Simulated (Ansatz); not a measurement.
**NOSi$_{2}$ (SMILES O=[Si-]N=[Si]) (charge −1): density, localisation and related maps**

```tsv
atom	x (Å)	y (Å)	z (Å)
N	-0.0761	0.5713	-0.6479
O	-0.2079	1.4463	-3.3004
Si	-0.9502	1.5722	-1.9023
Si	0.4127	-0.1705	0.6718
```

Geometry: r2SCAN-D4/def2-SVPD.

Theory: isolated molecule in a Gaussian basis; Kohn-Sham density functional theory, functional PBE0 in Ansatz 0.2.0.

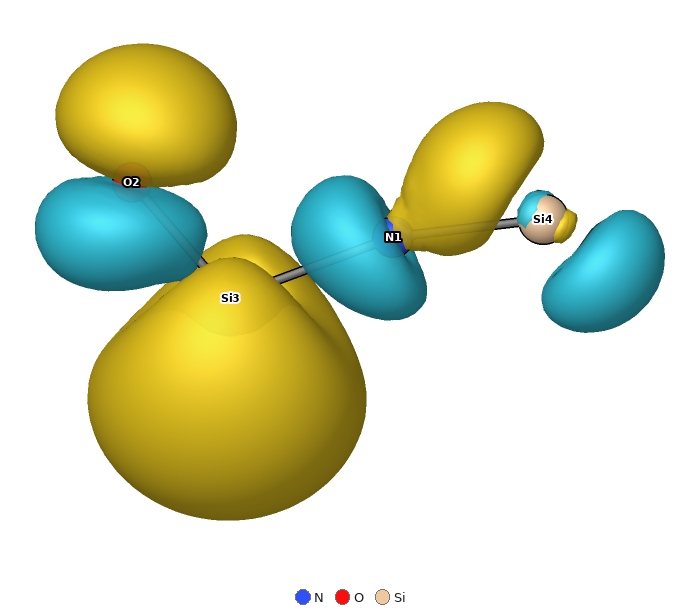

Figure 1. The HOMO at ±0.08 Å⁻³ᐟ² (yellow and cyan are the two phases), seen across its widest extent.

Question: Describe this orbital and give its energy.

Answer: It lies mainly on Si3 (about 55 %), O2 (about 25 %), N1 (about 10 %) and Si4 (about 10 %); it is symmetric in the molecular plane (an in-plane orbital: σ, lone-pair or in-plane π type). Its energy is −0.75 eV.

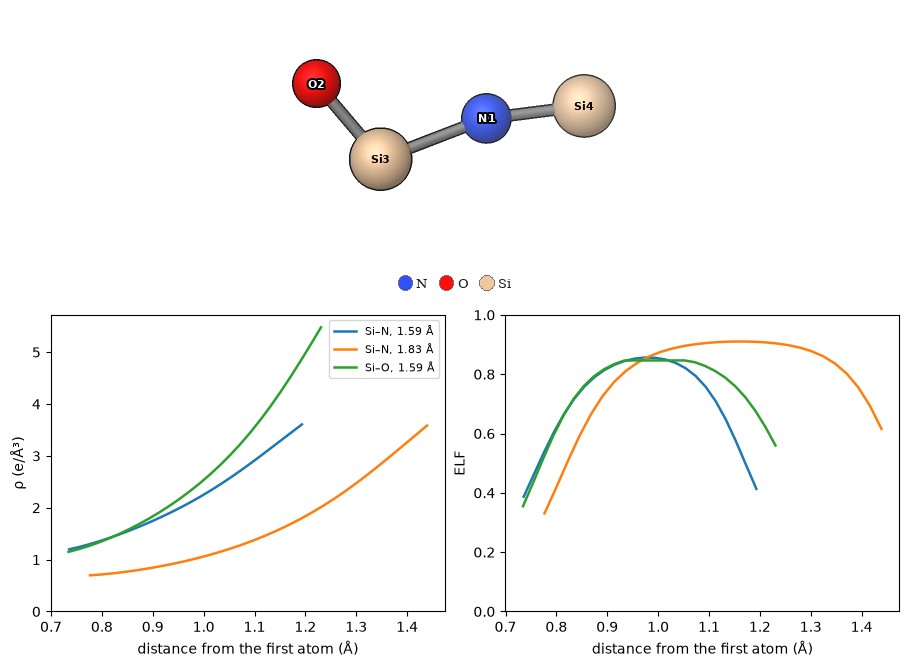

Figure 2. Electron density and electron localisation function along straight lines between neighbouring atoms. The curves leave out the atomic cores. The structure is drawn too.

Question: What can be read from the curves?

Answer: Si–N (1.59 Å): ρ at the midpoint is about 1.4 e/Å³; the ELF peaks at about 0.85 between the atoms, as expected for a polar covalent bond.
Si–N (1.83 Å): ρ is about 0.87 e/Å³ halfway; the ELF peaks at about 0.90 between the atoms, as expected for a polar covalent bond.
Si–O (1.59 Å): ρ is about 1.3 e/Å³ halfway; the ELF peaks at about 0.85 between the atoms: a short, strongly polar bond.

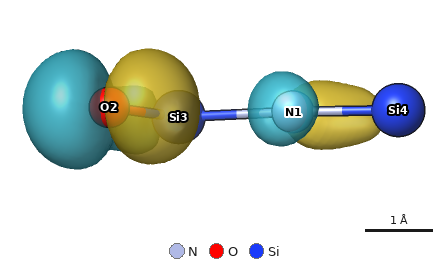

Figure 3. The HOMO−1 at ±0.15 Å⁻³ᐟ² (yellow and cyan are the two phases), seen from one side.

Question: What is the character of this orbital?

Answer: Its weight (Hirshfeld) is mainly on O2 (about 65 %), Si3 (about 20 %), N1 (about 10 %) and Si4 (about 10 %); it is symmetric in the molecular plane (an in-plane orbital: σ, lone-pair or in-plane π type). Its energy is −2.36 eV.
